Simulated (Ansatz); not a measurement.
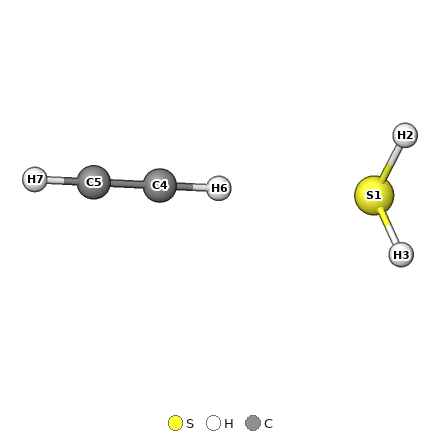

The system is the pair H₂S···C₂H₂; the picture shows the reference structure. The turn is about an axis along (0.31, 0.95, −0.08) in the frame of the relaxed pair, normal to the line between the partners. Coordinates scanned: (1) distance H6···S1; (2) turn of S1, H2, H3 about its own atom S1. Grid: 9 × 8 points. Points are written as (first, second). All energies are given in kJ/mol relative to the two partners far apart, frozen as in the relaxed pair, each in its own basis (no counterpoise correction). Level of theory: RKS wB97M-V/def2-SVPD (Ansatz).

Its coordinates:

```xyz
7

S    -0.7884    0.0570   -2.3954
H     0.3563    0.6708   -2.7556
H    -0.2622   -1.1675   -2.5963
C     0.0222    0.1098    1.3531
C     0.3250    0.1101    2.5217
H    -0.2448    0.1086    0.3119
H     0.5917    0.1112    3.5605
```

Range: distance H6···S1 from 2.320 to 4.920 Å; turn of S1, H2, H3 about its own atom S1 from −180 to 135°.

**What will the energy surface look like?**

The lowest grid point is at (2.693 Å, 0°), −10.0 kJ/mol from the two partners far apart, frozen as in the relaxed pair, each in its own basis (no counterpoise correction). There is a further well near (2.693 Å, −180°) (0.8 kJ/mol above the lowest at that grid point). The highest grid point, (2.320 Å, −90°), lies 34.1 kJ/mol above the lowest. On the interpolated surface the easiest way out of the lowest well to the well at about (2.76 Å, 165°) passes a barrier of about 4 kJ/mol, counted from the interpolated bottom of the well. Round the minimum the two coordinates are nearly uncoupled.

```csv
"second ↓, first →",2.320,2.461,2.693,2.979,3.305,3.666,4.058,4.477,4.920
135,−1.5,−5.9,−8.6,−8.2,−6.3,−4.5,−3.2,−2.2,−1.4
90,1.0,−3.3,−6.0,−6.0,−4.9,−3.6,−2.6,−1.7,−1.1
45,0.0,−4.5,−7.3,−7.1,−5.6,−4.1,−2.9,−2.0,−1.3
0,−2.7,−7.3,−10.0,−9.4,−7.2,−5.1,−3.5,−2.4,−1.6
−45,4.8,−0.9,−5.0,−5.7,−4.6,−3.2,−2.2,−1.4,−0.8
−90,24.1,13.2,3.9,−0.2,−1.1,−1.0,−0.5,−0.1,0.2
−135,11.4,4.2,−1.4,−3.2,−2.9,−2.1,−1.3,−0.7,−0.3
−180,−1.5,−6.3,−9.2,−8.8,−6.8,−4.8,−3.3,−2.3,−1.5
```

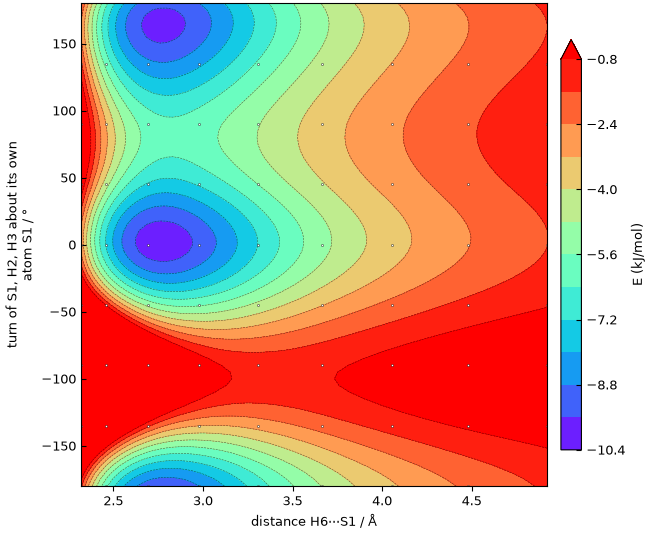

Drawn: filled contours, dots at the grid points, one colour for all values above the top of the scale. Between grid points the surface is interpolated.

Each point was launched as `ansatz run input.yaml --threads 1 --pin off --max-ram 2560MiB --backend cpu --events-out ev --progress --plain --runs-dir out`. Time for the 72 points that were run: 13 min on 1 thread of Arm Neoverse V1 (shared host).
